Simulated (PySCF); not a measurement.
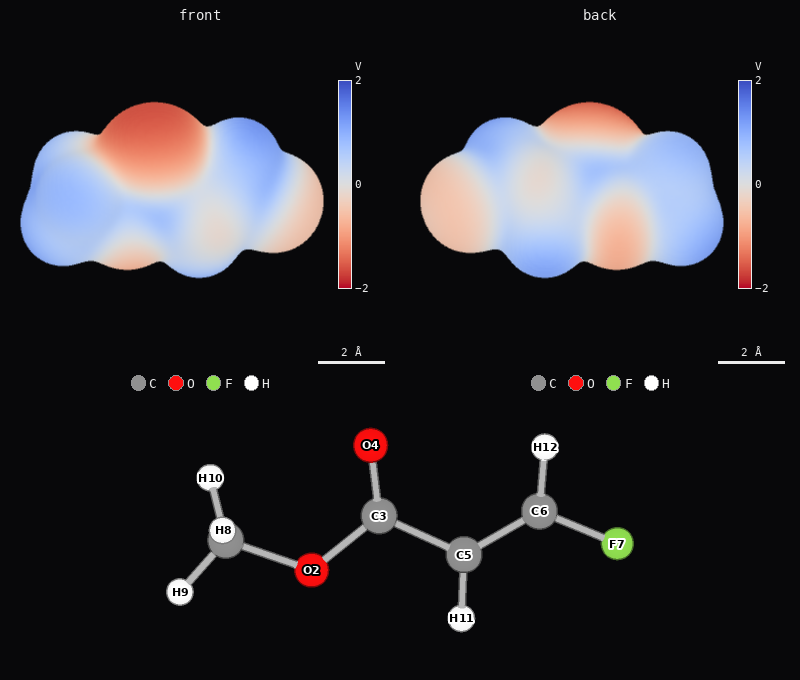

*C4H5FO2 (SMILES COC(=O)/C=C/F). The molecular electrostatic potential painted on the density surface at 0.002 e/bohr³, seen from the front and from behind; red is negative and blue positive. The bare structure is drawn below in the same view.*

Geometry: GFN2-xTB, NEB image 0 of 0 to 8.

Method: PBE0/pcSseg-1, SCF density, gas phase, non-relativistic (PySCF 2.14.0).

```csv
atom,x (Å),y (Å),z (Å)
C,2.2904,-0.0034,-0.1256
O,0.9814,-0.4627,-0.4306
C,-0.0246,0.1668,0.1875
O,0.1252,1.0762,0.9640
C,-1.3216,-0.4084,-0.2167
C,-2.4515,0.0707,0.2837
F,-3.6410,-0.4199,-0.0514
H,2.3953,1.0491,-0.3964
H,2.9703,-0.6192,-0.7084
H,2.4912,-0.1125,0.9421
H,-1.3010,-1.2222,-0.9233
H,-2.5130,0.8847,0.9931
```

> Which sites attract a positive test charge, and which a negative one?

A positive charge is drawn to the negative regions and a negative charge to the positive ones. The most negative region (about −1.6 V) lies over O4, the most positive (about +1.2 V) over H12. O4 is the likeliest acceptor of a hydrogen bond.

> What dipole moment does the calculation give?

Its dipole moment is 1.53 D.
